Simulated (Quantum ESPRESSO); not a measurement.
# Al: work function by face, part 2 of 6

Aim: the work function of the low-index faces of Al, their order, and how far the functional matters.

Quantum ESPRESSO 7.5; plane-wave DFT, PBE, PseudoDojo norm-conserving pseudopotentials.

So far. Step 2 (Relaxation with pw.x of (111), PBE):  On the free atoms the largest force ends at 0.011 eV/Å.

### Step 3. Self-consistent run of (111), PBE

Both faces of the slab are alike, so a plain periodic cell serves and symmetry is kept.

Level of this step: plane-wave DFT, PBE, PseudoDojo norm-conserving pseudopotentials (Quantum ESPRESSO 7.5).

Contents of 111.pbe.in:

```
&control
  prefix = '111.pbe'
  outdir = './out'
  pseudo_dir = './pseudo'
  calculation = 'scf'
  tprnfor = .true.
/
&system
  ibrav = 0
  nat = 5
  ntyp = 1
  ecutwfc = 32
  ecutrho = 128
  occupations = 'smearing'
  smearing = 'mv'
  degauss = 0.02
/
&electrons
  conv_thr = 1e-07
  mixing_beta = 0.4
  electron_maxstep = 120
  mixing_mode = 'local-TF'
/
ATOMIC_SPECIES
  Al  26.9815  Al.dojo-sr-pbe-0.4.1-standard.upf
CELL_PARAMETERS angstrom
  2.86378246380552 0.00000000000000 0.00000000000000
  1.43189123190276 2.48010836456797 0.00000000000000
  0.00000000000000 0.00000000000000 25.35307436087194
ATOMIC_POSITIONS crystal
  Al  0.666666666700 0.666666666700 0.315236618500
  Al  0.000000000000 0.000000000000 0.408161848800
  Al  0.333333333300 0.333333333300 0.500000000000
  Al  0.666666666700 0.666666666700 0.591838151200
  Al  0.000000000000 0.000000000000 0.684763381500
K_POINTS automatic
  12 12 1 0 0 0
```

Command:

```console
$ OMP_NUM_THREADS=1 mpirun -n 4 pw.x -nk 4 -in 111.pbe.in > 111.pbe.out
```

The program printed:

```text
[banner, memory and clock lines left out]
Program PWSCF v.7.5 starts
[citation notice left out]

[...]
Message from routine setup:
[...]
bravais-lattice index     =            0
     lattice parameter (alat)  =       5.4118  a.u.
     unit-cell volume          =    1215.1724 (a.u.)^3
     number of atoms/cell      =            5
     number of atomic types    =            1
     number of electrons       =        15.00
     number of Kohn-Sham states=           12
     kinetic-energy cutoff     =      32.0000  Ry
     charge density cutoff     =     128.0000  Ry
     scf convergence threshold =      1.0E-07
     mixing beta               =       0.4000
     number of iterations used =            8  local-TF  mixing
     Exchange-correlation= PBE
                           (   1   4   3   4   0   0   0)

[...]
PseudoPot. # 1 for Al read from file:
     ./pseudo/Al.dojo-sr-pbe-0.4.1-standard.upf
     Pseudo is Norm-conserving + core correction, Zval =  3.0
     Generated using ONCVPSP code by D. R. Hamann
     Using radial grid of 1876 points,  6 beta functions with:
                l(1) =   0
                l(2) =   0
                l(3) =   1
                l(4) =   1
                l(5) =   2
                l(6) =   2

     atomic species   valence    mass     pseudopotential
     Al                3.00    26.98150     Al( 1.00)

     12 Sym. Ops., with inversion, found ( 6 have fractional translation)

[...]
number of k points=    19  Marzari-Vanderbilt smearing, width (Ry)=  0.0200
[...]
Dense  grid:    29669 G-vectors     FFT dimensions: (  24,  24, 180)

     Initial potential from superposition of free atoms

     starting charge      14.9878, renormalised to      15.0000

     negative rho (up, down):  1.675E-05 0.000E+00
     Starting wfcs are   20 randomized atomic wfcs

     per-process dynamical memory:    30.6 Mb

     Self-consistent Calculation

     iteration #  1     ecut=    32.00 Ry     beta= 0.40
     Davidson diagonalization with overlap
     ethr =  1.00E-02,  avg # of iterations =  4.3

     total energy              =     -23.13376122 Ry
     estimated scf accuracy    <       0.35032806 Ry

     iteration #  2     ecut=    32.00 Ry     beta= 0.40
[...]
total energy              =     -23.10162037 Ry
     estimated scf accuracy    <       0.22203794 Ry

     iteration #  3     ecut=    32.00 Ry     beta= 0.40
[...]
total energy              =     -23.12136917 Ry
     estimated scf accuracy    <       0.01658725 Ry

     iteration #  4     ecut=    32.00 Ry     beta= 0.40
[...]
total energy              =     -23.12258852 Ry
     estimated scf accuracy    <       0.01996536 Ry

     iteration #  5     ecut=    32.00 Ry     beta= 0.40
[...]
total energy              =     -23.12260852 Ry
     estimated scf accuracy    <       0.00883749 Ry

     iteration #  6     ecut=    32.00 Ry     beta= 0.40
[...]
total energy              =     -23.12139365 Ry
     estimated scf accuracy    <       0.00495315 Ry

[...]
iteration # 10     ecut=    32.00 Ry     beta= 0.40
[...]
negative rho (up, down):  2.049E-04 0.000E+00

[...]
total energy              =     -23.12160207 Ry
     estimated scf accuracy    <       0.00011628 Ry

     iteration # 11     ecut=    32.00 Ry     beta= 0.40
[...]
negative rho (up, down):  7.942E-05 0.000E+00

[...]
total energy              =     -23.12160928 Ry
     estimated scf accuracy    <       0.00000162 Ry

     iteration # 12     ecut=    32.00 Ry     beta= 0.40
[...]
negative rho (up, down):  4.166E-08 0.000E+00

[...]
total energy              =     -23.12160979 Ry
     estimated scf accuracy    <       0.00000036 Ry

     iteration # 13     ecut=    32.00 Ry     beta= 0.40
[...]
End of self-consistent calculation

          k = 0.0000 0.0000 0.0000 (  3675 PWs)   bands (ev):

    -9.3926  -8.6790  -7.5777  -6.0826  -4.1625  -2.1191   0.3053   2.6595
     4.5005   5.4790   5.7240   7.2229

          k = 0.0000 0.0962 0.0000 (  3675 PWs)   bands (ev):

    -9.2258  -8.5128  -7.4125  -5.9185  -3.9986  -1.9625   0.4616   2.8133
     4.6583   5.6414   5.8869   7.3734

[...]
the Fermi energy is     1.4717 ev

!    total energy              =     -23.12160976 Ry
     estimated scf accuracy    <       0.00000010 Ry
     smearing contrib. (-TS)   =      -0.00029876 Ry
     internal energy E=F+TS    =     -23.12131100 Ry

     The total energy is F=E-TS. E is the sum of the following terms:
     one-electron contribution =    -245.77763341 Ry
     hartree contribution      =     126.67781632 Ry
     xc contribution           =     -10.64806699 Ry
     ewald contribution        =     106.62657309 Ry

     convergence has been achieved in  13 iterations

     Forces acting on atoms (cartesian axes, Ry/au):

     atom    1 type  1   force =    -0.00000000    0.00000000   -0.00031988
     atom    2 type  1   force =    -0.00000000   -0.00000000    0.00028517
     atom    3 type  1   force =     0.00000000    0.00000000    0.00000000
     atom    4 type  1   force =     0.00000000   -0.00000000   -0.00028517
     atom    5 type  1   force =     0.00000000   -0.00000000    0.00031988

     Total force =     0.000606     Total SCF correction =     0.000466
     SCF correction compared to forces is large: reduce conv_thr to get better values

[...]
```

The job ended after 9.9 s (4 MPI ranks of Intel Xeon Platinum 8488C (Sapphire Rapids), shared host; peak memory 0.31 GiB; 39 s of CPU time).

Numbers from this step:

```
free energy  : -314.5855 eV
Fermi energy : 1.472 eV
```

### Step 4. Electrostatic potential of (111)

The vacuum level is read from the electrostatic potential (plot_num = 11), averaged over planes.

Contents of 111.pbe.pot.in:

```
&inputpp
  prefix = '111.pbe'
  outdir = './out'
  filplot = '111.pbe.pot.dat'
  plot_num = 11
/
```

Command:

```console
$ OMP_NUM_THREADS=1 mpirun -n 4 pp.x -in 111.pbe.pot.in > 111.pbe.pot.out
```

The program printed:

```text
[banner, memory and clock lines left out]
Program POST-PROC v.7.5 starts

          URL

     ./out/111.pbe.save/

     IMPORTANT: XC functional enforced from input :
     Exchange-correlation= PBE
                           (   1   4   3   4   0   0   0)
     Any further DFT definition will be discarded
     Please, verify this is what you really want

     Calling punch_plot, plot_num =  11
     Writing data to file  111.pbe.pot.dat
     Message from routine chdens:
     namelist plot not found or invalid, exiting
```

Elapsed: 1.3 s, on 4 MPI ranks; peak memory 0.09 GiB.

This step gave:

| Item | Value |
| --- | --- |
| work function of the upper face | 4.103 eV |
| slope of the potential above | 1.67e-4 eV/Å |
| upper vacuum line continued to the top atoms, over the Fermi level | 4.102 eV |
| work function of the lower face | 4.103 eV |
| slope of the potential below | -1.66e-4 eV/Å |
| lower vacuum line continued to the bottom atoms, over the Fermi level | 4.102 eV |

The potential energy, planar mean oscillates, so the rows of the table below give means over windows of 2.39 Å about each position, cut where the curve ends. Its maxima inside the range that stand out by 2 % of the span (Å: eV): 9.2: -0.410, 11.5: -0.552, 13.8: -0.552, 16.2: -0.410. Its minima: 8.0: -14.7, 10.3: -14.6, 12.7: -14.8, 15.1: -14.6, 17.3: -14.7.

Electrostatic potential energy of an electron; zero at the Fermi level. Table of potential energy, planar mean by z; means over each step:

```tsv
z (Å)	potential energy, planar mean (eV)
1.20	4.10
3.58	4.10
5.97	2.99
8.36	-6.71
10.75	-6.80
13.14	-6.83
15.53	-6.77
17.92	-5.43
20.31	3.99
22.70	4.10
25.09	4.10
```

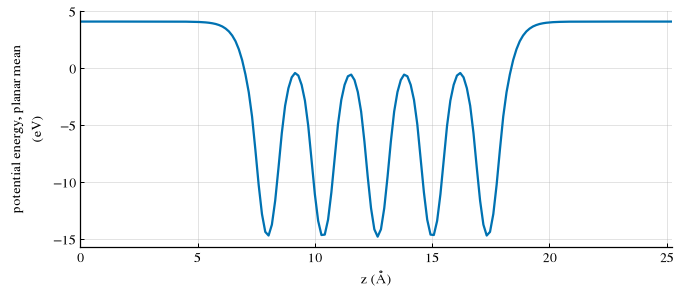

Potential energy, planar mean, plotted against z.

### Step 5. SCF with pw.x of (111), LDA

The same atoms under a second functional.

Level of this step: plane-wave DFT, LDA, PseudoDojo norm-conserving pseudopotentials (Quantum ESPRESSO 7.5).

111.lda.in is the input of step 3 with these lines changed:

```diff
@@ -1,3 +1,3 @@
 &control
-  prefix = '111.pbe'
+  prefix = '111.lda'
   outdir = './out'
@@ -24,3 +24,3 @@
 ATOMIC_SPECIES
-  Al  26.9815  Al.dojo-sr-pbe-0.4.1-standard.upf
+  Al  26.9815  Al.dojo-sr-lda-0.4.1-standard.upf
 CELL_PARAMETERS angstrom
```

Command:

```console
$ OMP_NUM_THREADS=1 mpirun -n 4 pw.x -nk 4 -in 111.lda.in > 111.lda.out
```

The program printed:

```text
[banner, memory and clock lines left out]
Program PWSCF v.7.5 starts
[...]
Message from routine setup:
[...]
number of electrons       =        15.00
     number of Kohn-Sham states=           12
     kinetic-energy cutoff     =      32.0000  Ry
     charge density cutoff     =     128.0000  Ry
[...]
number of k points=    19  Marzari-Vanderbilt smearing, width (Ry)=  0.0200
[...]
Dense  grid:    29669 G-vectors     FFT dimensions: (  24,  24, 180)
[...]
negative rho (up, down):  1.802E-05 0.000E+00
     Starting wfcs are   20 randomized atomic wfcs
[...]
negative rho (up, down):  2.482E-08 0.000E+00
[...]
estimated scf accuracy    <       0.36031137 Ry
[...]
estimated scf accuracy    <       0.22824665 Ry
[...]
estimated scf accuracy    <       0.01786936 Ry
[...]
estimated scf accuracy    <       0.02120244 Ry
[...]
estimated scf accuracy    <       0.00892662 Ry
[...]
estimated scf accuracy    <       0.00459140 Ry
[...]
negative rho (up, down):  5.201E-03 0.000E+00
[...]
estimated scf accuracy    <       0.00098795 Ry
[...]
negative rho (up, down):  5.867E-03 0.000E+00
[...]
estimated scf accuracy    <       0.00182252 Ry
[...]
negative rho (up, down):  1.449E-03 0.000E+00
[...]
estimated scf accuracy    <       0.00005216 Ry
[...]
negative rho (up, down):  1.831E-04 0.000E+00
[...]
estimated scf accuracy    <       0.00019782 Ry
[...]
negative rho (up, down):  6.144E-05 0.000E+00
[...]
estimated scf accuracy    <       0.00000084 Ry
[...]
negative rho (up, down):  1.690E-05 0.000E+00
[...]
estimated scf accuracy    <       0.00000012 Ry
[...]
the Fermi energy is     1.2911 ev
!    total energy              =     -23.56317068 Ry
     estimated scf accuracy    <       0.00000006 Ry
     smearing contrib. (-TS)   =      -0.00054554 Ry
     internal energy E=F+TS    =     -23.56262514 Ry
[...]
one-electron contribution =    -245.96414400 Ry
     hartree contribution      =     126.70303544 Ry
     xc contribution           =     -10.92808968 Ry
     ewald contribution        =     106.62657309 Ry
     convergence has been achieved in  13 iterations
[...]
Total force =     0.007694     Total SCF correction =     0.000374
[...]
```

It took 9.3 s on 4 MPI ranks; peak memory 0.3 GiB.

This step gave:

| Item | Value |
| --- | --- |
| free energy | -320.5933 eV |
| Fermi energy | 1.291 eV |

### Step 6. Potential by pp.x of (111)

Contents of 111.lda.pot.in:

```
&inputpp
  prefix = '111.lda'
  outdir = './out'
  filplot = '111.lda.pot.dat'
  plot_num = 11
/
```

Command:

```console
$ OMP_NUM_THREADS=1 mpirun -n 4 pp.x -in 111.lda.pot.in > 111.lda.pot.out
```

Elapsed: 1.3 s, on 4 MPI ranks; peak memory 0.09 GiB.

Read from the output:

```
work function of the upper face                                       : 4.266 eV
slope of the potential above                                          : 3.11e-4 eV/Å
upper vacuum line continued to the top atoms, over the Fermi level    : 4.265 eV
work function of the lower face                                       : 4.266 eV
slope of the potential below                                          : -2.05e-4 eV/Å
lower vacuum line continued to the bottom atoms, over the Fermi level : 4.265 eV
```

On (111) the work function under LDA lies +0.16 eV from PBE's.

(Part 2 of 6 ends here.)

[Logs are printed without paths, hosts, clocks, repeated set-up lines and the standing remarks that a program may print on its own settings, such as how far it seeks lower states.]

[Hosts, paths, dates, database ids (printed as entryN), source tags and the programs' standing remarks are cut or masked in the printed files.]

[Maps of the electrostatic potential energy from Ansatz leave out the sawtooth potential of an applied field or a dipole correction, so their vacuum need not be flat; planar profiles and work functions include it.]
